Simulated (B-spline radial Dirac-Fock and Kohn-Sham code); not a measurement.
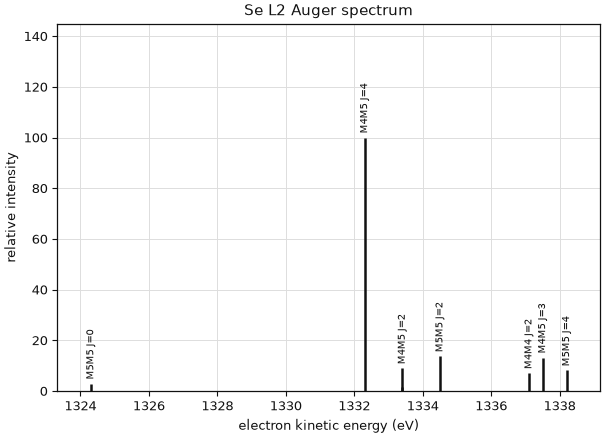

The Auger multiplet of an L2 hole with both final holes in M45, lines labelled by the leading pair of holes and J, as sticks. Kinetic energies count from the vacuum level; very weak lines are left out. Lines are named by their largest jj component, which in light atoms can differ from the customary names. The figure is for neutral Se in the configuration [Ar] 3d10 4s2 4p4. Level of theory: Dirac–Fock ΔSCF energies in intermediate coupling of the two holes, Coulomb rates, valence shells as spectators; calculated with a radial B-spline solver.

**How wide is the L2 level from this decay?**

0.379 eV from this multiplet.

**Which line is strongest?**

L2-M4M5 J=4 at 1.332 keV, 64 % of the multiplet.
